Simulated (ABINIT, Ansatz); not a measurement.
# AlH3 (R-3c): G0W0 on several meshes in ABINIT

Wanted: mesh dependence and cost of G0W0 for AlH3 (R-3c).

Calculated with ABINIT 10.8.3; LDA and many-body steps on it, plane waves.

**1. Set-up**

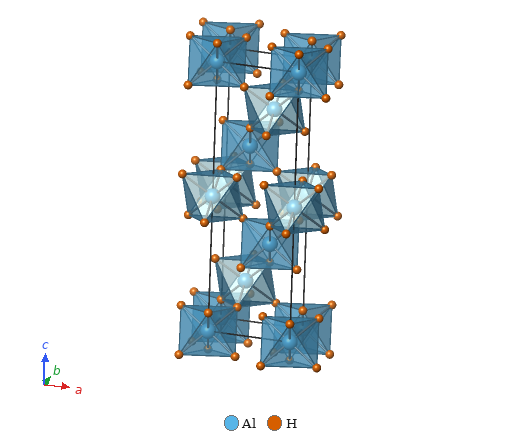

The starting structure, seen slightly off an axis (aluminium blue, hydrogen orange). This picture shows the conventional cell, with its axes. Some periodic images of atoms are drawn too.

The cell and positions come from the Crystallography Open Database and are kept as given unless a step says otherwise.

**2. Empty states on the mesh, 4×4×4 mesh, 167 bands**

This step: ABINIT 10.8.3; DFT, LDA, plane waves, norm-conserving pseudopotentials.

The sums over transitions need many empty states on a uniform mesh; this step solves for them.

Input file run.abi:

```
acell 3*1.0 Angstrom
rprim 
  2.224650000012 1.284402276382 3.934566666693
  -2.224650000012 1.284402276382 3.934566666693
  -0.000000000000 -2.568804552697 3.934566666715
ntypat 2
znucl 13 1
natom 8
typat 1 1 2 2 2 2 2 2
xred 
  0.000000000000 0.000000000000 -0.000000000000
  0.500000000000 0.500000000000 0.500000000000
  0.878000000000 0.622000000000 0.250000000000
  0.250000000000 0.878000000000 0.622000000000
  0.622000000000 0.250000000000 0.878000000000
  0.122000000000 0.378000000000 0.750000000000
  0.750000000000 0.122000000000 0.378000000000
  0.378000000000 0.750000000000 0.122000000000
pp_dirpath "pseudos"
pseudos "Al.upf, H.upf"
ecut 31
ngkpt 4 4 4
nshiftk 1
shiftk 0 0 0
kptopt 1
chksymbreak 0
irdden 1
istwfk *1
nband 167
prtvol 0
optdriver 6
gwr_task "HDIAGO"
paral_kgb 0
occopt 1
indata_prefix "in"
outdata_prefix "out"
tmpdata_prefix "tmp"
```

Command:

```bash
$ OMP_NUM_THREADS=1 mpirun -n 4 abinit run.abi > log
```

Numbers of over 12 decimals in the logs are rounded to 6 here.

The program printed:

```text
.Version 10.8.3 of ABINIT. v10.8.2 released Aug 2026.

 Symmetries : space group R-3 c (#167); Bravais hR (rhombohedral)
[... echo of the input left out ...]
== DATASET  1 ==================================================================
-   mpi_nproc: 4, omp_nthreads: 1 (-1 if OMP is not activated)

--- !DatasetInfo
iteration_state: {dtset: 1, }
dimensions: {natom: 8, nkpt: 13, mband: 167, nsppol: 1, nspinor: 1, nspden: 1, mpw: 3775, }
cutoff_energies: {ecut:  31.0, pawecutdg:  -1.0, }
[...]
Indirect band gap semiconductor
 Fundamental gap:     1.946 (eV)
   VBM:     0.827 (eV) at k: [ 2.5000E-01,  2.5000E-01,  0.0000E+00]
   CBM:     2.774 (eV) at k: [ 0.0000E+00,  0.0000E+00,  0.0000E+00]
 Direct gap:         1.995 (eV) at k: [ 0.0000E+00,  0.0000E+00,  0.0000E+00]

== END DATASET(S) ==============================================================
================================================================================

 -outvars: echo values of variables after computation  --------
           etotal      0.0000000000E+00
            nband         167
             nkpt          13
          spgroup         167
 [... the other variables as echoed above ...]

 Calculation completed.
```

Run time: 3.3 min. Hardware: 4 MPI ranks of Intel Xeon Platinum 8259CL at 2.50GHz (Skylake/Cascade Lake), shared host; peak memory 3.3 GiB.

Numbers from this step:

```yaml
gap: 1.946 eV
k_of_the_valence_top: 0.25, 0.25, 0
k_of_the_conduction_bottom: 0, 0, 0
least_direct_gap: 1.995 eV
k_points_computed: 13
lowest_point_of_the_top_converged_band_above_the_valence_top: 91.4412 eV
```

On this mesh the gap is 1.946 eV.

The density comes from a self-consistent run that is not shown.

**3. Screening, 4×4×4 mesh, 68 bands, screening to 114.3 eV**

The RPA dielectric matrix is built and inverted for each q.

This step: RPA screening on LDA, plane waves, norm-conserving pseudopotentials.

Changes to run.abi since step 2:

```diff
@@ -26,10 +26,11 @@
 chksymbreak 0
-irdden 1
 istwfk *1
-nband 167
-prtvol 0
-optdriver 6
-gwr_task "HDIAGO"
-paral_kgb 0
 occopt 1
+irdwfk 1
+optdriver 3
+nband 68
+ecuteps 4.2
+inclvkb 2
+awtr 1
+symchi 1
 indata_prefix "in"
```

The program printed:

```text
.Version 10.8.3 of ABINIT. v10.8.2 released Aug 2026.

 Symmetries : space group R-3 c (#167); Bravais hR (rhombohedral)
[... echo of the input left out ...]
== DATASET  1 ==================================================================
-   mpi_nproc: 4, omp_nthreads: 1 (-1 if OMP is not activated)

--- !DatasetInfo
iteration_state: {dtset: 1, }
dimensions: {natom: 8, nkpt: 13, mband: 68, nsppol: 1, nspinor: 1, nspden: 1, mpw: 3775, }
cutoff_energies: {ecut:  31.0, pawecutdg:  -1.0, }
electrons: {nelect:   1.20000000E+01, charge:   0.00000000E+00, occopt:   1.00000000E+00, tsmear:   1.00000000E-02, }

 SCREENING: Calculation of the susceptibility and dielectric matrices

 Based on a program developped by R.W. Godby, V. Olevano, G. Onida, and L. Reining.
 Incorporated in ABINIT by V. Olevano, G.-M. Rignanese, and M. Torrent.
.Using double precision arithmetic ; gwpc =  8

[... cell and pseudopotentials left out ...]
--------------------------------------------------------------------------------

 ==== K-mesh for the wavefunctions ====
 Number of points in the irreducible wedge :    13
[... list of points left out ...]
 Together with 12 symmetry operations and time-reversal symmetry
 yields    64 points in the full Brillouin Zone.

 ==== Q-mesh for the screening function ====
 Number of points in the irreducible wedge :    13
[... list of points left out ...]
 Together with 12 symmetry operations and time-reversal symmetry
 yields    64 points in the full Brillouin Zone.

 setmesh: FFT mesh size selected  =    32x   32x   32
          total number of points  =        32768

 vcoul_init : cutoff-mode = AUXILIARY_FUNCTION
 q-points for optical limit:   1
     1)      0.000010    0.000020    0.000030

- screening: taking advantage of time-reversal symmetry
- Maximum band index for partially occupied states nbvw = 6
- Remaining bands to be divided among processors   nbcw = 62
- Number of bands treated by each node ~15

 Number of electrons calculated from density =   12.0000; Expected =   12.0000
 average of density, n =  0.026362
 r_s =    2.0844
 omega_plasma =   15.6618 [eV]

 calculating chi0 at frequencies [eV] :
  1    0.000000E+00    0.000000E+00
  2    0.000000E+00    1.566183E+01

--------------------------------------------------------------------------------
  q-point number  1        q = ( 0.000000, 0.000000, 0.000000) [r.l.u.]
--------------------------------------------------------------------------------
[... chi0 elements left out ...]
 For q-point:  0.000010 0.000020 0.000030
  dielectric constant =   4.6163
  dielectric constant without local fields =   5.1466

  Average fulfillment of the sum rule on Im[epsilon] for q-point    1 :     78.76  [%]
[... wings left out ...]
  q-point number  2        q = ( 0.250000, 0.000000, 0.000000) [r.l.u.]
--------------------------------------------------------------------------------
[... chi0 elements left out ...]
  Average fulfillment of the sum rule on Im[epsilon] for q-point    2 :     89.01  [%]

 [... 11 further q-points ...]
```

It took 40 s on 4 MPI ranks; peak memory 1.1 GiB; 2.7 min of CPU time.

Numbers from this step:

```
ε∞ with local fields, on this mesh, along the program's q direction : 4.616
the same without local fields                                       : 5.147
plasma frequency                                                    : 15.66 eV
plane waves in the screening matrix                                 : 175
```

Local fields lower ε∞ by 10 %.

**4. 4×4×4**

The self-energy is evaluated for the states that the input lists, and the levels follow from it, in one-shot runs by the linearised quasiparticle equation.

This step: G0W0 on LDA, plane waves, norm-conserving pseudopotentials.

Changes to run.abi since step 3:

```diff
@@ -29,8 +29,17 @@
 irdwfk 1
-optdriver 3
+optdriver 4
 nband 68
+gwcalctyp 0
+ecutsigx 31
+symsigma 1
+nkptgw 2
+kptgw 
+  0.2500000000 0.2500000000 0.0000000000
+  0.0000000000 0.0000000000 0.0000000000
+bdgw 
+  5 8
+  5 8
 ecuteps 4.2
-inclvkb 2
-awtr 1
-symchi 1
+irdscr 1
+ppmodel 1
 indata_prefix "in"
```

The program printed:

```text
.Version 10.8.3 of ABINIT. v10.8.2 released Aug 2026.

 Symmetries : space group R-3 c (#167); Bravais hR (rhombohedral)
[... echo of the input left out ...]
== DATASET  1 ==================================================================
-   mpi_nproc: 4, omp_nthreads: 1 (-1 if OMP is not activated)

--- !DatasetInfo
iteration_state: {dtset: 1, }
dimensions: {natom: 8, nkpt: 13, mband: 68, nsppol: 1, nspinor: 1, nspden: 1, mpw: 3775, }
cutoff_energies: {ecut:  31.0, pawecutdg:  -1.0, }
electrons: {nelect:   1.20000000E+01, charge:   0.00000000E+00, occopt:   1.00000000E+00, tsmear:   1.00000000E-02, }

 SIGMA: Calculation of the GW corrections

 Based on a program developped by R.W. Godby, V. Olevano, G. Onida, and L. Reining.
 Incorporated in ABINIT by V. Olevano, G.-M. Rignanese, and M. Torrent.
.Using double precision arithmetic ; gwpc =  8

[... cell and pseudopotentials left out ...]
--------------------------------------------------------------------------------

 ==== K-mesh for the wavefunctions ====
 Number of points in the irreducible wedge :    13
[... list of points left out ...]
 Together with 12 symmetry operations and time-reversal symmetry
 yields    64 points in the full Brillouin Zone.

 ==== Q-mesh for screening function ====
 Number of points in the irreducible wedge :    13
[... list of points left out ...]
 Together with 12 symmetry operations and time-reversal symmetry
 yields    64 points in the full Brillouin Zone.

 vcoul_init : cutoff-mode = AUXILIARY_FUNCTION
 q-points for optical limit:   1
     1)      0.000010    0.000020    0.000030
 setmesh: FFT mesh size selected  =    48x   48x   48
          total number of points  =       110592

 Number of electrons calculated from density =   12.0000; Expected =   12.0000
 average of density, n =  0.026362
 r_s =    2.0844
 omega_plasma =   15.6618 [eV]

 === KS Band Gaps ===
  >>>> For spin  1
   Minimum direct gap =   1.9949 [eV], located at k-point      :   0.0000  0.0000  0.0000
   Fundamental gap    =   1.9463 [eV], Top of valence bands at :   0.2500  0.2500  0.0000
                                       Bottom of conduction at :   0.0000  0.0000  0.0000
 SIGMA fundamental parameters:
 PLASMON POLE MODEL  1
 number of plane-waves for SigmaX                 3775
 number of plane-waves for SigmaC and W            175
 number of plane-waves for wavefunctions          3775
 number of bands                                    68
 number of independent spin polarizations            1
 number of spinorial components                      1
 number of k-points in IBZ                          13
 number of q-points in IBZ                          13
 number of symmetry operations                      12
 number of k-points in BZ                           64
 number of q-points in BZ                           64
 number of frequencies for dSigma/dE                 9
 frequency step for dSigma/dE [eV]                0.25
 number of omega for Sigma on real axis              0
 max omega for Sigma on real axis  [eV]           0.00
 zcut for avoiding poles [eV]                     0.10

 EPSILON^-1 parameters (SCR file):
 dimension of the eps^-1 matrix on file            175
 dimension of the eps^-1 matrix used               175
 number of plane-waves for wavefunctions          3775
 number of bands                                    68
 number of q-points in IBZ                          13
 number of frequencies                               2
 number of real frequencies                          1
 number of imag frequencies                          1

 matrix elements of self-energy operator (all in [eV])

 Perturbative Calculation

--- !SelfEnergy_ee
iteration_state: {dtset: 1, }
kpoint     : [   0.250,    0.250,    0.000, ]
spin       : 1
KS_gap     :    4.134
QP_gap     :    5.855
Delta_QP_KS:    1.721
data: !SigmaeeData |
     Band     E0 <VxcDFT>   SigX SigC(E0)      Z dSigC/dE  Sig(E)    E-E0       E
        5  -1.121 -10.955 -14.879   2.559   0.767  -0.305 -12.002  -1.047  -2.167
        6   0.827 -11.517 -14.806   2.082   0.781  -0.281 -12.460  -0.943  -0.115
        7   4.962 -10.117  -5.795  -3.343   0.795  -0.258  -9.339   0.778   5.739
        8   6.316  -8.484  -3.854  -3.626   0.812  -0.232  -7.669   0.815   7.132

--- !SelfEnergy_ee
iteration_state: {dtset: 1, }
kpoint     : [   0.000,    0.000,    0.000, ]
spin       : 1
KS_gap     :    1.995
QP_gap     :    3.786
Delta_QP_KS:    1.791
data: !SigmaeeData |
     Band     E0 <VxcDFT>   SigX SigC(E0)      Z dSigC/dE  Sig(E)    E-E0       E
        5   0.779 -11.714 -15.141   2.173   0.779  -0.283 -12.692  -0.978  -0.199
        6   0.779 -11.714 -15.141   2.173   0.779  -0.283 -12.692  -0.978  -0.199
        7   2.774  -9.614  -5.518  -3.082   0.802  -0.247  -8.801   0.813   3.587
        8   6.452  -8.209  -3.402  -3.731   0.814  -0.229  -7.333   0.876   7.328

== END DATASET(S) ==============================================================
================================================================================

 -outvars: echo values of variables after computation  --------
           etotal      0.0000000000E+00
            nband          68
             nkpt          13
          spgroup         167
 [... the other variables as echoed above ...]

 Calculation completed.
```

Run time: 12 s. Hardware: 4 MPI ranks; peak memory 0.95 GiB.

Numbers from this step:

```yaml
g0w0_gap_on_the_points_computed: 3.702 eV
starting_gap_on_the_mesh: 1.946 eV
k_of_the_valence_top: 0.25, 0.25, 0
k_of_the_conduction_bottom: 0, 0, 0
z_at_the_valence_top: 0.781
z_at_the_conduction_bottom: 0.802
least_direct_g0w0_gap_on_the_computed_points: 3.786 eV
```

The gap on the mesh goes from 1.95 eV to 3.70 eV, a correction of +1.76 eV.

**5. Empty states on the mesh, 6×6×6 mesh, 74 bands**

This step: DFT, LDA, plane waves, norm-conserving pseudopotentials.

Changes to run.abi since step 4:

```diff
@@ -21,3 +21,3 @@
 ecut 31
-ngkpt 4 4 4
+ngkpt 6 6 6
 nshiftk 1
@@ -26,20 +26,10 @@
 chksymbreak 0
+iscf -2
+irdden 1
 istwfk *1
-occopt 1
-irdwfk 1
-optdriver 4
-nband 68
-gwcalctyp 0
-ecutsigx 31
-symsigma 1
-nkptgw 2
-kptgw 
-  0.2500000000 0.2500000000 0.0000000000
-  0.0000000000 0.0000000000 0.0000000000
-bdgw 
-  5 8
-  5 8
-ecuteps 4.2
-irdscr 1
-ppmodel 1
+nband 74
+nbdbuf 6
+tolwfr 1e-09
+nstep 60
+prtvol 0
 indata_prefix "in"
```

The program printed:

```text
.Version 10.8.3 of ABINIT. v10.8.2 released Aug 2026.

 Symmetries : space group R-3 c (#167); Bravais hR (rhombohedral)
[... echo of the input left out ...]
== DATASET  1 ==================================================================
-   mpi_nproc: 4, omp_nthreads: 1 (-1 if OMP is not activated)

--- !DatasetInfo
iteration_state: {dtset: 1, }
dimensions: {natom: 8, nkpt: 32, mband: 74, nsppol: 1, nspinor: 1, nspden: 1, mpw: 3775, }
cutoff_energies: {ecut:  31.0, pawecutdg:  -1.0, }
[...]
1.42958    1.45875    1.50461    1.50461    1.54707    1.81241    1.81241    1.83702
   1.83702    1.84188    1.91336    2.00111    2.01563    2.01563    2.02823    2.05592
   2.05592    2.10310
 prteigrs : prtvol=0 or 1, do not print more k-points.

== END DATASET(S) ==============================================================
================================================================================

 -outvars: echo values of variables after computation  --------
            nband          74
             nkpt          32
          spgroup         167
 [... the other variables as echoed above ...]

 Calculation completed.
```

It took 96 s on 4 MPI ranks; peak memory 0.45 GiB.

Numbers from this step:

```
gap                                                           : 1.945 eV
k of the valence top                                          : 0.5, 0.3333, 0
k of the conduction bottom                                    : 0, 0, 0
least direct gap                                              : 1.995 eV
k points computed                                             : 32
lowest point of the top converged band, above the valence top : 46.22 eV
```

On this mesh the gap is 1.945 eV.

[end of part 1 of 2]

[Paths, hosts, dates, memory and timing lines, banners, echoed tables and standing remarks are left out of the program output.]

[Logs are printed without paths, hosts, clocks, repeated set-up lines and the standing remarks that a program may print on its own settings, such as how far it seeks lower states.]

[Runs of the session that timed out or met a known fault of the program may be left out.]

[Hosts, paths, dates, database ids (printed as entryN), source tags and the programs' standing remarks are cut or masked in the printed files.]

[G0W0 gaps are taken among the corrected bands and points alone; a level outside them can change the order at an edge.]

[Where Ansatz stands beside ABINIT at settings called matched, ABINIT's density can come from a denser mesh and the files from another edition; pairs whose starting gaps differed by over 0.03 eV were left out, so agreement reads better than it is.]
